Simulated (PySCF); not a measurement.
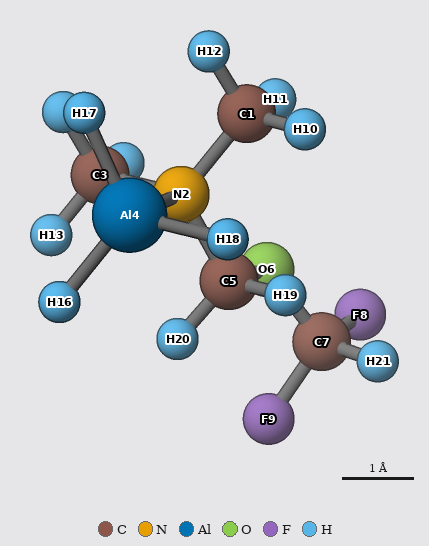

Fig. 1: The structure as given in the input (ball-and-stick view, seen at a tilt; atoms are numbered from 1 in the order of the input). Sticks mark near contacts. Bond lengths as drawn: Al–H 1.60 to 1.61 Å, Al–N 2.10 Å, C–F 1.33 to 1.35 Å, C–H 1.10 to 1.11 Å, C–N 1.45 to 1.47 Å and C–O 1.36 to 1.41 Å.

**C₄H₁₂AlF₂NO: a changed input and its effect**

System: C₄H₁₂AlF₂NO.
Method of the first run: GIAO PBE0/pcSseg-1 NMR shielding, non-relativistic, gas phase (PySCF 2.14.0).

The geometry comes from this level: PBE0-D3(BJ)/def2-SVP. Text and figures count atoms from 1; the logs count them from 0 in places.

The input, the first run:
```
{"job": {"kind": "nmr", "xc": "PBE0", "basis": "pcSseg-1"}, "charge": 0, "multiplicity": 1}
C     -1.008278     1.305062    -0.546165
N     -0.663610    -0.047410    -0.076608
C     -0.862558    -1.043184    -1.144522
Al    -1.948162    -0.531790     1.508306
C      0.686953    -0.099206     0.446329
O      1.590058     0.250675    -0.576389
C      2.885635     0.372679    -0.194385
F      3.559572     0.857229    -1.231513
F      3.399119    -0.834187     0.119188
H     -0.884038     2.017058     0.281377
H     -0.366623     1.602648    -1.388938
H     -2.061125     1.313117    -0.856524
H     -0.637581    -2.043483    -0.750717
H     -1.914551    -1.019257    -1.457634
H     -0.210637    -0.830264    -2.004982
H     -1.427912    -2.020779     1.815769
H     -3.354423    -0.363855     0.754246
H     -1.509854     0.618760     2.544115
H      0.762727     0.605638     1.294057
H      0.883821    -1.120555     0.809992
H      3.016015     1.035433     0.683937
```

The first line tells a small driver script what to run in PySCF; the rest is the geometry in Å.

Command:
```bash
OMP_NUM_THREADS=1 python <driver script> task.json out
```

Hardware: 1 CPU thread, shared host.

Output (the first run):
```
coarse grid: 17728 points
cycle   1  E = -730.8312549928  dE =  9.927e-01  |g| = 8.609e-01  |ddm| = 3.762e+00
cycle   2  E = -730.7418485579  dE =  8.941e-02  |g| = 1.180e+00  |ddm| = 1.018e+00
cycle   3  E = -730.9600606969  dE = -2.182e-01  |g| = 5.641e-02  |ddm| = 5.797e-01
cycle   4  E = -730.9605733907  dE = -5.127e-04  |g| = 2.463e-02  |ddm| = 6.395e-02
cycle   5  E = -730.9606824881  dE = -1.091e-04  |g| = 1.015e-02  |ddm| = 2.483e-02
cycle   6  E = -730.9606993238  dE = -1.684e-05  |g| = 2.427e-03  |ddm| = 6.681e-03
cycle   7  E = -730.9607002855  dE = -9.617e-07  |g| = 4.563e-04  |ddm| = 1.546e-03
final grid: 166600 points
cycle   8  E = -731.0355403861  dE = -5.817e-05  |g| = 1.086e-02  |ddm| = 2.949e-02
cycle   9  E = -731.0355277421  dE =  1.264e-05  |g| = 1.385e-02  |ddm| = 1.478e-02
cycle  10  E = -731.0355640716  dE = -3.633e-05  |g| = 1.299e-03  |ddm| = 8.312e-03
cycle  11  E = -731.0355643844  dE = -3.128e-07  |g| = 2.743e-04  |ddm| = 9.693e-04
cycle  12  E = -731.0355643963  dE = -1.189e-08  |g| = 1.087e-04  |ddm| = 2.105e-04
cycle  13  E = -731.0355643979  dE = -1.596e-09  |g| = 2.514e-05  |ddm| = 6.651e-05
cycle  14  E = -731.0355643980  dE = -1.032e-10  |g| = 5.647e-06  |ddm| = 1.774e-05
converged SCF energy = -731.0355643980

GIAO shielding tensors (ppm)
atom      isotropic    diamagn.    paramagn.     s11        s22        s33       span
  0 C      142.836     249.264    -106.427    114.674    129.141    184.694     70.020
  1 N      209.937     321.456    -111.519    193.348    204.747    231.715     38.367
  2 C      142.091     249.123    -107.032    113.284    128.272    184.717     71.433
  3 Al     407.547     795.834    -388.287    390.304    392.309    440.029     49.725
  4 C      101.960     248.138    -146.178     81.692     99.413    124.775     43.082
  5 O      222.473     404.117    -181.644    157.300    209.695    300.423    143.123
  6 C       64.725     238.085    -173.360     46.407     69.670     78.098     31.691
  7 F      278.905     467.347    -188.442    193.664    298.735    344.317    150.652
  8 F      270.933     471.805    -200.872    205.730    252.681    354.387    148.657
  9 H       28.808      31.053      -2.245     25.013     26.134     35.278     10.265
 10 H       28.495      31.174      -2.679     23.637     27.944     33.903     10.266
 11 H       28.600      30.772      -2.172     24.482     26.643     34.674     10.191
 12 H       28.671      30.904      -2.233     24.968     26.030     35.014     10.046
 13 H       28.646      30.660      -2.014     24.544     26.639     34.755     10.211
 14 H       28.480      31.059      -2.579     23.700     27.800     33.939     10.239
 15 H       27.302      30.387      -3.085     23.897     26.464     31.545      7.649
 16 H       27.261      30.375      -3.114     24.032     26.264     31.486      7.454
 17 H       27.328      30.441      -3.113     23.937     26.477     31.570      7.633
 18 H       26.976      33.092      -6.116     21.945     28.408     30.574      8.629
 19 H       26.790      32.671      -5.881     21.003     29.194     30.172      9.169
 20 H       25.373      27.320      -1.947     22.817     23.854     29.448      6.631
```

The second run used a changed input.

The two runs side by side:

```tsv
quantity	the first run	the second run
outcome	converged	converged
total energy (hartree)	−731.035564	−731.709516
HOMO (eV)	−7.64	−7.43
LUMO (eV)	0.38	0.19
dipole moment (D)	3.03	3.03
shielding of C1 (ppm)	142.8	137.1
shielding of N2 (ppm)	209.9	202.4
shielding of C3 (ppm)	142.1	136.3
shielding of C5 (ppm)	102.0	95.3
shielding of O6 (ppm)	222.5	215.2
shielding of C7 (ppm)	64.7	57.5
shielding of F8 (ppm)	278.9	273.8
SCF iterations	14	13
basis functions	220	220
wall time (shared host)	52 s	37 s
```

What was changed in the input?

The change (lines with − go, lines with + come):
```diff
-"xc": "PBE0"
+"xc": "B3LYP"
+"pop": false
```

The total energies belong to different methods, so their difference says nothing on which is more stable or more accurate. The HOMO goes from −7.64 to −7.43 eV. The LUMO goes from 0.38 to 0.19 eV. Of all shieldings, the largest change is that of N2, by −7.5 ppm. The functional changes from PBE0 to B3LYP. The SCF takes 13 iterations against 14.

Output (the second run):
```
coarse grid: 17728 points
cycle   1  E = -731.4817710534  dE =  9.489e-01  |g| = 9.267e-01  |ddm| = 3.779e+00
cycle   2  E = -731.3394945895  dE =  1.423e-01  |g| = 1.358e+00  |ddm| = 1.147e+00
cycle   3  E = -731.6266322739  dE = -2.871e-01  |g| = 6.985e-02  |ddm| = 6.823e-01
cycle   4  E = -731.6274475212  dE = -8.152e-04  |g| = 3.235e-02  |ddm| = 7.884e-02
cycle   5  E = -731.6276297117  dE = -1.822e-04  |g| = 1.300e-02  |ddm| = 2.960e-02
cycle   6  E = -731.6276555750  dE = -2.586e-05  |g| = 2.985e-03  |ddm| = 8.005e-03
cycle   7  E = -731.6276571822  dE = -1.607e-06  |g| = 5.909e-04  |ddm| = 2.068e-03
final grid: 166600 points
cycle   8  E = -731.7095023100  dE = -5.296e-05  |g| = 8.186e-03  |ddm| = 2.674e-02
cycle   9  E = -731.7094939908  dE =  8.319e-06  |g| = 1.066e-02  |ddm| = 1.143e-02
cycle  10  E = -731.7095161395  dE = -2.215e-05  |g| = 8.121e-04  |ddm| = 6.409e-03
cycle  11  E = -731.7095162409  dE = -1.014e-07  |g| = 2.298e-04  |ddm| = 5.442e-04
cycle  12  E = -731.7095162500  dE = -9.122e-09  |g| = 5.321e-05  |ddm| = 1.465e-04
cycle  13  E = -731.7095162504  dE = -4.404e-10  |g| = 2.222e-05  |ddm| = 4.871e-05
converged SCF energy = -731.7095162504

GIAO shielding tensors (ppm)
atom      isotropic    diamagn.    paramagn.     s11        s22        s33       span
  0 C      137.080     248.350    -111.269    108.581    123.104    179.556     70.974
  1 N      202.396     321.417    -119.021    185.981    197.232    223.975     37.994
  2 C      136.313     248.216    -111.904    107.169    122.192    179.577     72.409
  3 Al     402.588     795.760    -393.173    386.304    388.608    432.851     46.547
  4 C       95.257     247.979    -152.722     74.880     92.550    118.340     43.460
  5 O      215.225     405.007    -189.782    149.522    202.142    294.010    144.488
  6 C       57.544     237.822    -180.278     38.922     62.214     71.496     32.574
  7 F      273.794     468.034    -194.241    187.465    292.188    341.728    154.263
  8 F      266.074     472.633    -206.559    200.336    244.923    352.964    152.628
  9 H       28.914      31.274      -2.360     25.245     26.336     35.160      9.915
 10 H       28.604      31.425      -2.821     23.887     28.108     33.818      9.931
 11 H       28.712      30.822      -2.111     24.753     26.827     34.555      9.802
 12 H       28.775      31.115      -2.341     25.197     26.234     34.894      9.697
 13 H       28.758      30.713      -1.955     24.814     26.821     34.639      9.825
 14 H       28.592      31.311      -2.719     23.956     27.966     33.854      9.898
 15 H       27.554      30.658      -3.104     24.202     26.725     31.736      7.533
 16 H       27.513      30.560      -3.046     24.329     26.528     31.684      7.355
 17 H       27.580      30.717      -3.136     24.243     26.739     31.759      7.517
 18 H       27.060      33.410      -6.349     22.182     28.456     30.543      8.361
 19 H       26.867      33.003      -6.136     21.220     29.238     30.143      8.923
 20 H       25.419      27.576      -2.156     22.992     23.888     29.377      6.385
```
